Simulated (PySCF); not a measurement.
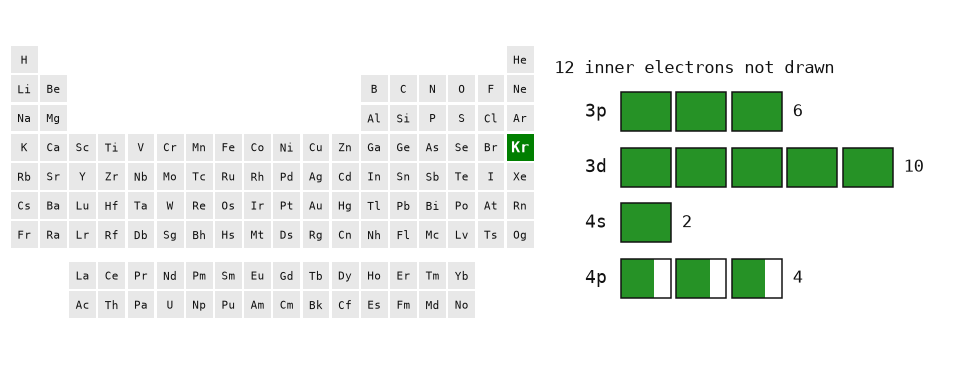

**Figure 1.** Left, the place of krypton in the periodic table; right, the outer shells of the nominal configuration: a box for each of the 2l + 1 orbitals, shaded by the share of the shell that is filled, with the electron count at the right.

# Atomic calculation for Kr²⁺

System: Kr²⁺, configuration 1s2 2s2 2p6 3s2 3p6 3d10 4s2 4p4, multiplicity 3.
Method: unrestricted M06-2X, Sapporo-DKH3-DZP-2012, spin-free X2C-1e, Gaussian nucleus (PySCF).

## The program's output (extracts)
```
damping factor = 0
level_shift factor = 0
DIIS = <class 'pyscf.scf.diis.CDIIS'>
diis_start_cycle = 1
diis_space = 10
diis_damp = 0
SCF conv_tol = 1e-09
SCF conv_tol_grad = None
number electrons alpha = 18  beta = 16
XC functionals = M062X
    Y. Zhao and D. G. Truhlar.,  Theor. Chem. Acc. 120, 215 (2008)
    Y. Zhao and D. G. Truhlar.,  Theor. Chem. Acc. 120, 215 (2008)
cycle= 1 E= -2789.47983610123  delta_E= -0.761  |g|= 0.217  |ddm|= 0.379
cycle= 2 E= -2789.48507456569  delta_E= -0.00524  |g|= 0.0457  |ddm|= 0.0453
cycle= 3 E= -2789.48519688202  delta_E= -0.000122  |g|= 0.0282  |ddm|= 0.0155
cycle= 4 E= -2789.48525220329  delta_E= -5.53e-05  |g|= 0.000795  |ddm|= 0.00588
cycle= 5 E= -2789.48525227272  delta_E= -6.94e-08  |g|= 4.3e-05  |ddm|= 0.000299
cycle= 6 E= -2789.48525227307  delta_E= -3.52e-10  |g|= 7.42e-06  |ddm|= 3.46e-05
converged SCF energy = -2789.48525227307  <S^2> = 2.0046326  2S+1 = 3.0030868
```

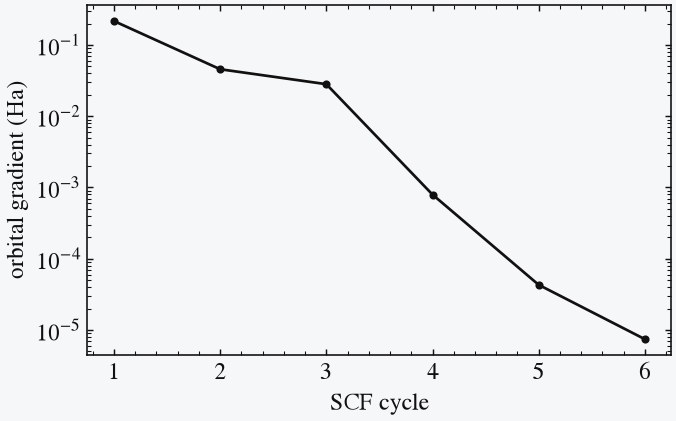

**Figure 2.** Convergence: orbital gradient against the SCF cycle. The residual falls at every step. It goes from 0.22 to 7.4×10⁻⁶ in 6 steps.

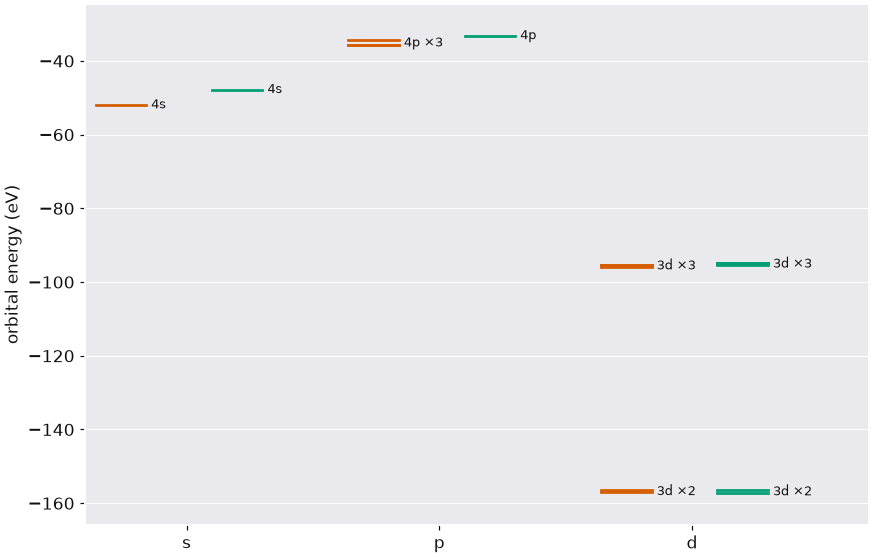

**Figure 3.** Orbital energies of the mean field, from the top down to −157.2 eV, by angular momentum, α spin at the left of each column and β at the right; ×n counts the orbitals under one label. The highest filled orbital is 4p β at −33.2 eV, the lowest empty one p β at −26.6 eV.

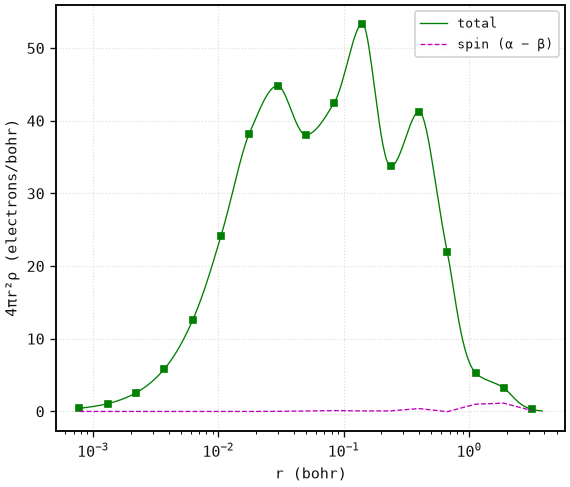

**Figure 4.** Spherically averaged radial density 4πr²ρ of the mean field and its spin part; markers are the stored points, which are sparse, and the line is a monotone interpolation between them. The largest stored value is 53.3 electrons/bohr at r = 0.14 bohr. Root-mean-square radii of the shells: 2s 0.199, 3s 0.568, 3p 0.581, 3d 0.616, 4s 1.62, 4p 1.86 bohr.

## Input
```python
from pyscf import gto, scf, dft, mp, cc
import basis_set_exchange as bse
mol = gto.M(atom="Kr 0 0 0", charge=2, spin=2, symmetry="D2h",
            basis=gto.basis.parse(bse.get_basis("Sapporo-DKH3-DZP-2012", elements=["Kr"], fmt="nwchem", header=False)),
            nucmod="G")
mf = dft.UKS(mol, xc="M062X").sfx2c1e()
mf.irrep_nelec = {'Ag': (6, 6), 'B1g': (1, 1), 'B2g': (1, 1), 'B3g': (1, 1), 'B1u': (3, 2), 'B2u': (3, 3), 'B3u': (3, 2)}
mf.kernel()
```

The script is an equivalent of what the driver set up; the driver started from orbitals of its own, so the log can be shorter than this script's would be, and it computed the properties (radii, ⟨L²⟩, response) afterwards. It also set what the script leaves out: ang = 6. It held the occupations shell by shell, which the script's counts by irreducible representation don't always enforce.

Launched within a batch (the task file carries these settings):
```bash
OMP_NUM_THREADS=1 python <driver script> TASK.json OUT
```

## What the run reported

| quantity | value |
| --- | --- |
| outcome | converged |
| total energy | −2789.4853 hartree |
| ⟨S²⟩ | 2.005 |
| ⟨L²⟩ | 3.49 |
| SCF iterations | 6 |
| hardware | 1 thread of Arm Neoverse N1, 15 GiB of memory available, shared host |

## What is odd here

One thing in this input was made odd on purpose: grid misses charge; angular grid far too coarse. The program ran to the end. Its numbers are those of this setting; this run alone doesn't show how far the oddity moves them. ⟨L²⟩ departs from that of the intended term, so the determinant mixes terms.
